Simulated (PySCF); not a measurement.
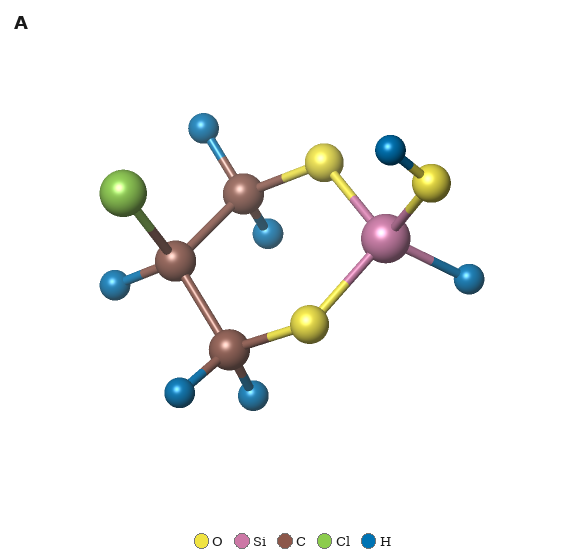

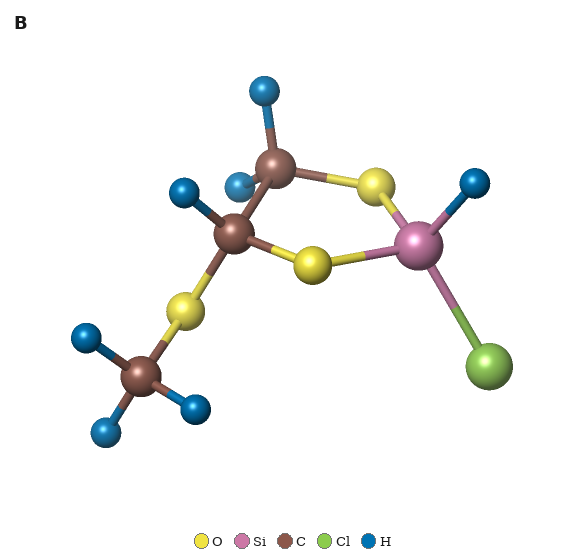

2 stationary structures of one formula. Geometries: GFN2-xTB. Electronic energies: B3LYP/def2-SVPD (PySCF 2.14.0), without zero-point energy. No frequency run is at hand to confirm each as a minimum. Each is one conformer, not always the lowest.

Question: How are they related?

Answer: They are constitutional isomers of C3H7ClO3Si: A `O[Si@H]1OC[C@@H](Cl)CO1`, B `CO[C@@H]1CO[Si@H](Cl)O1`.

Question: Rank them by energy, lowest first.

Answer: A is lowest; B lies 0.411 eV above it.

The geometry is semi-empirical. Around Si such bond lengths and angles can be off by a tenth of an ångström or more and by several degrees, and values that hang on the shape move with them.
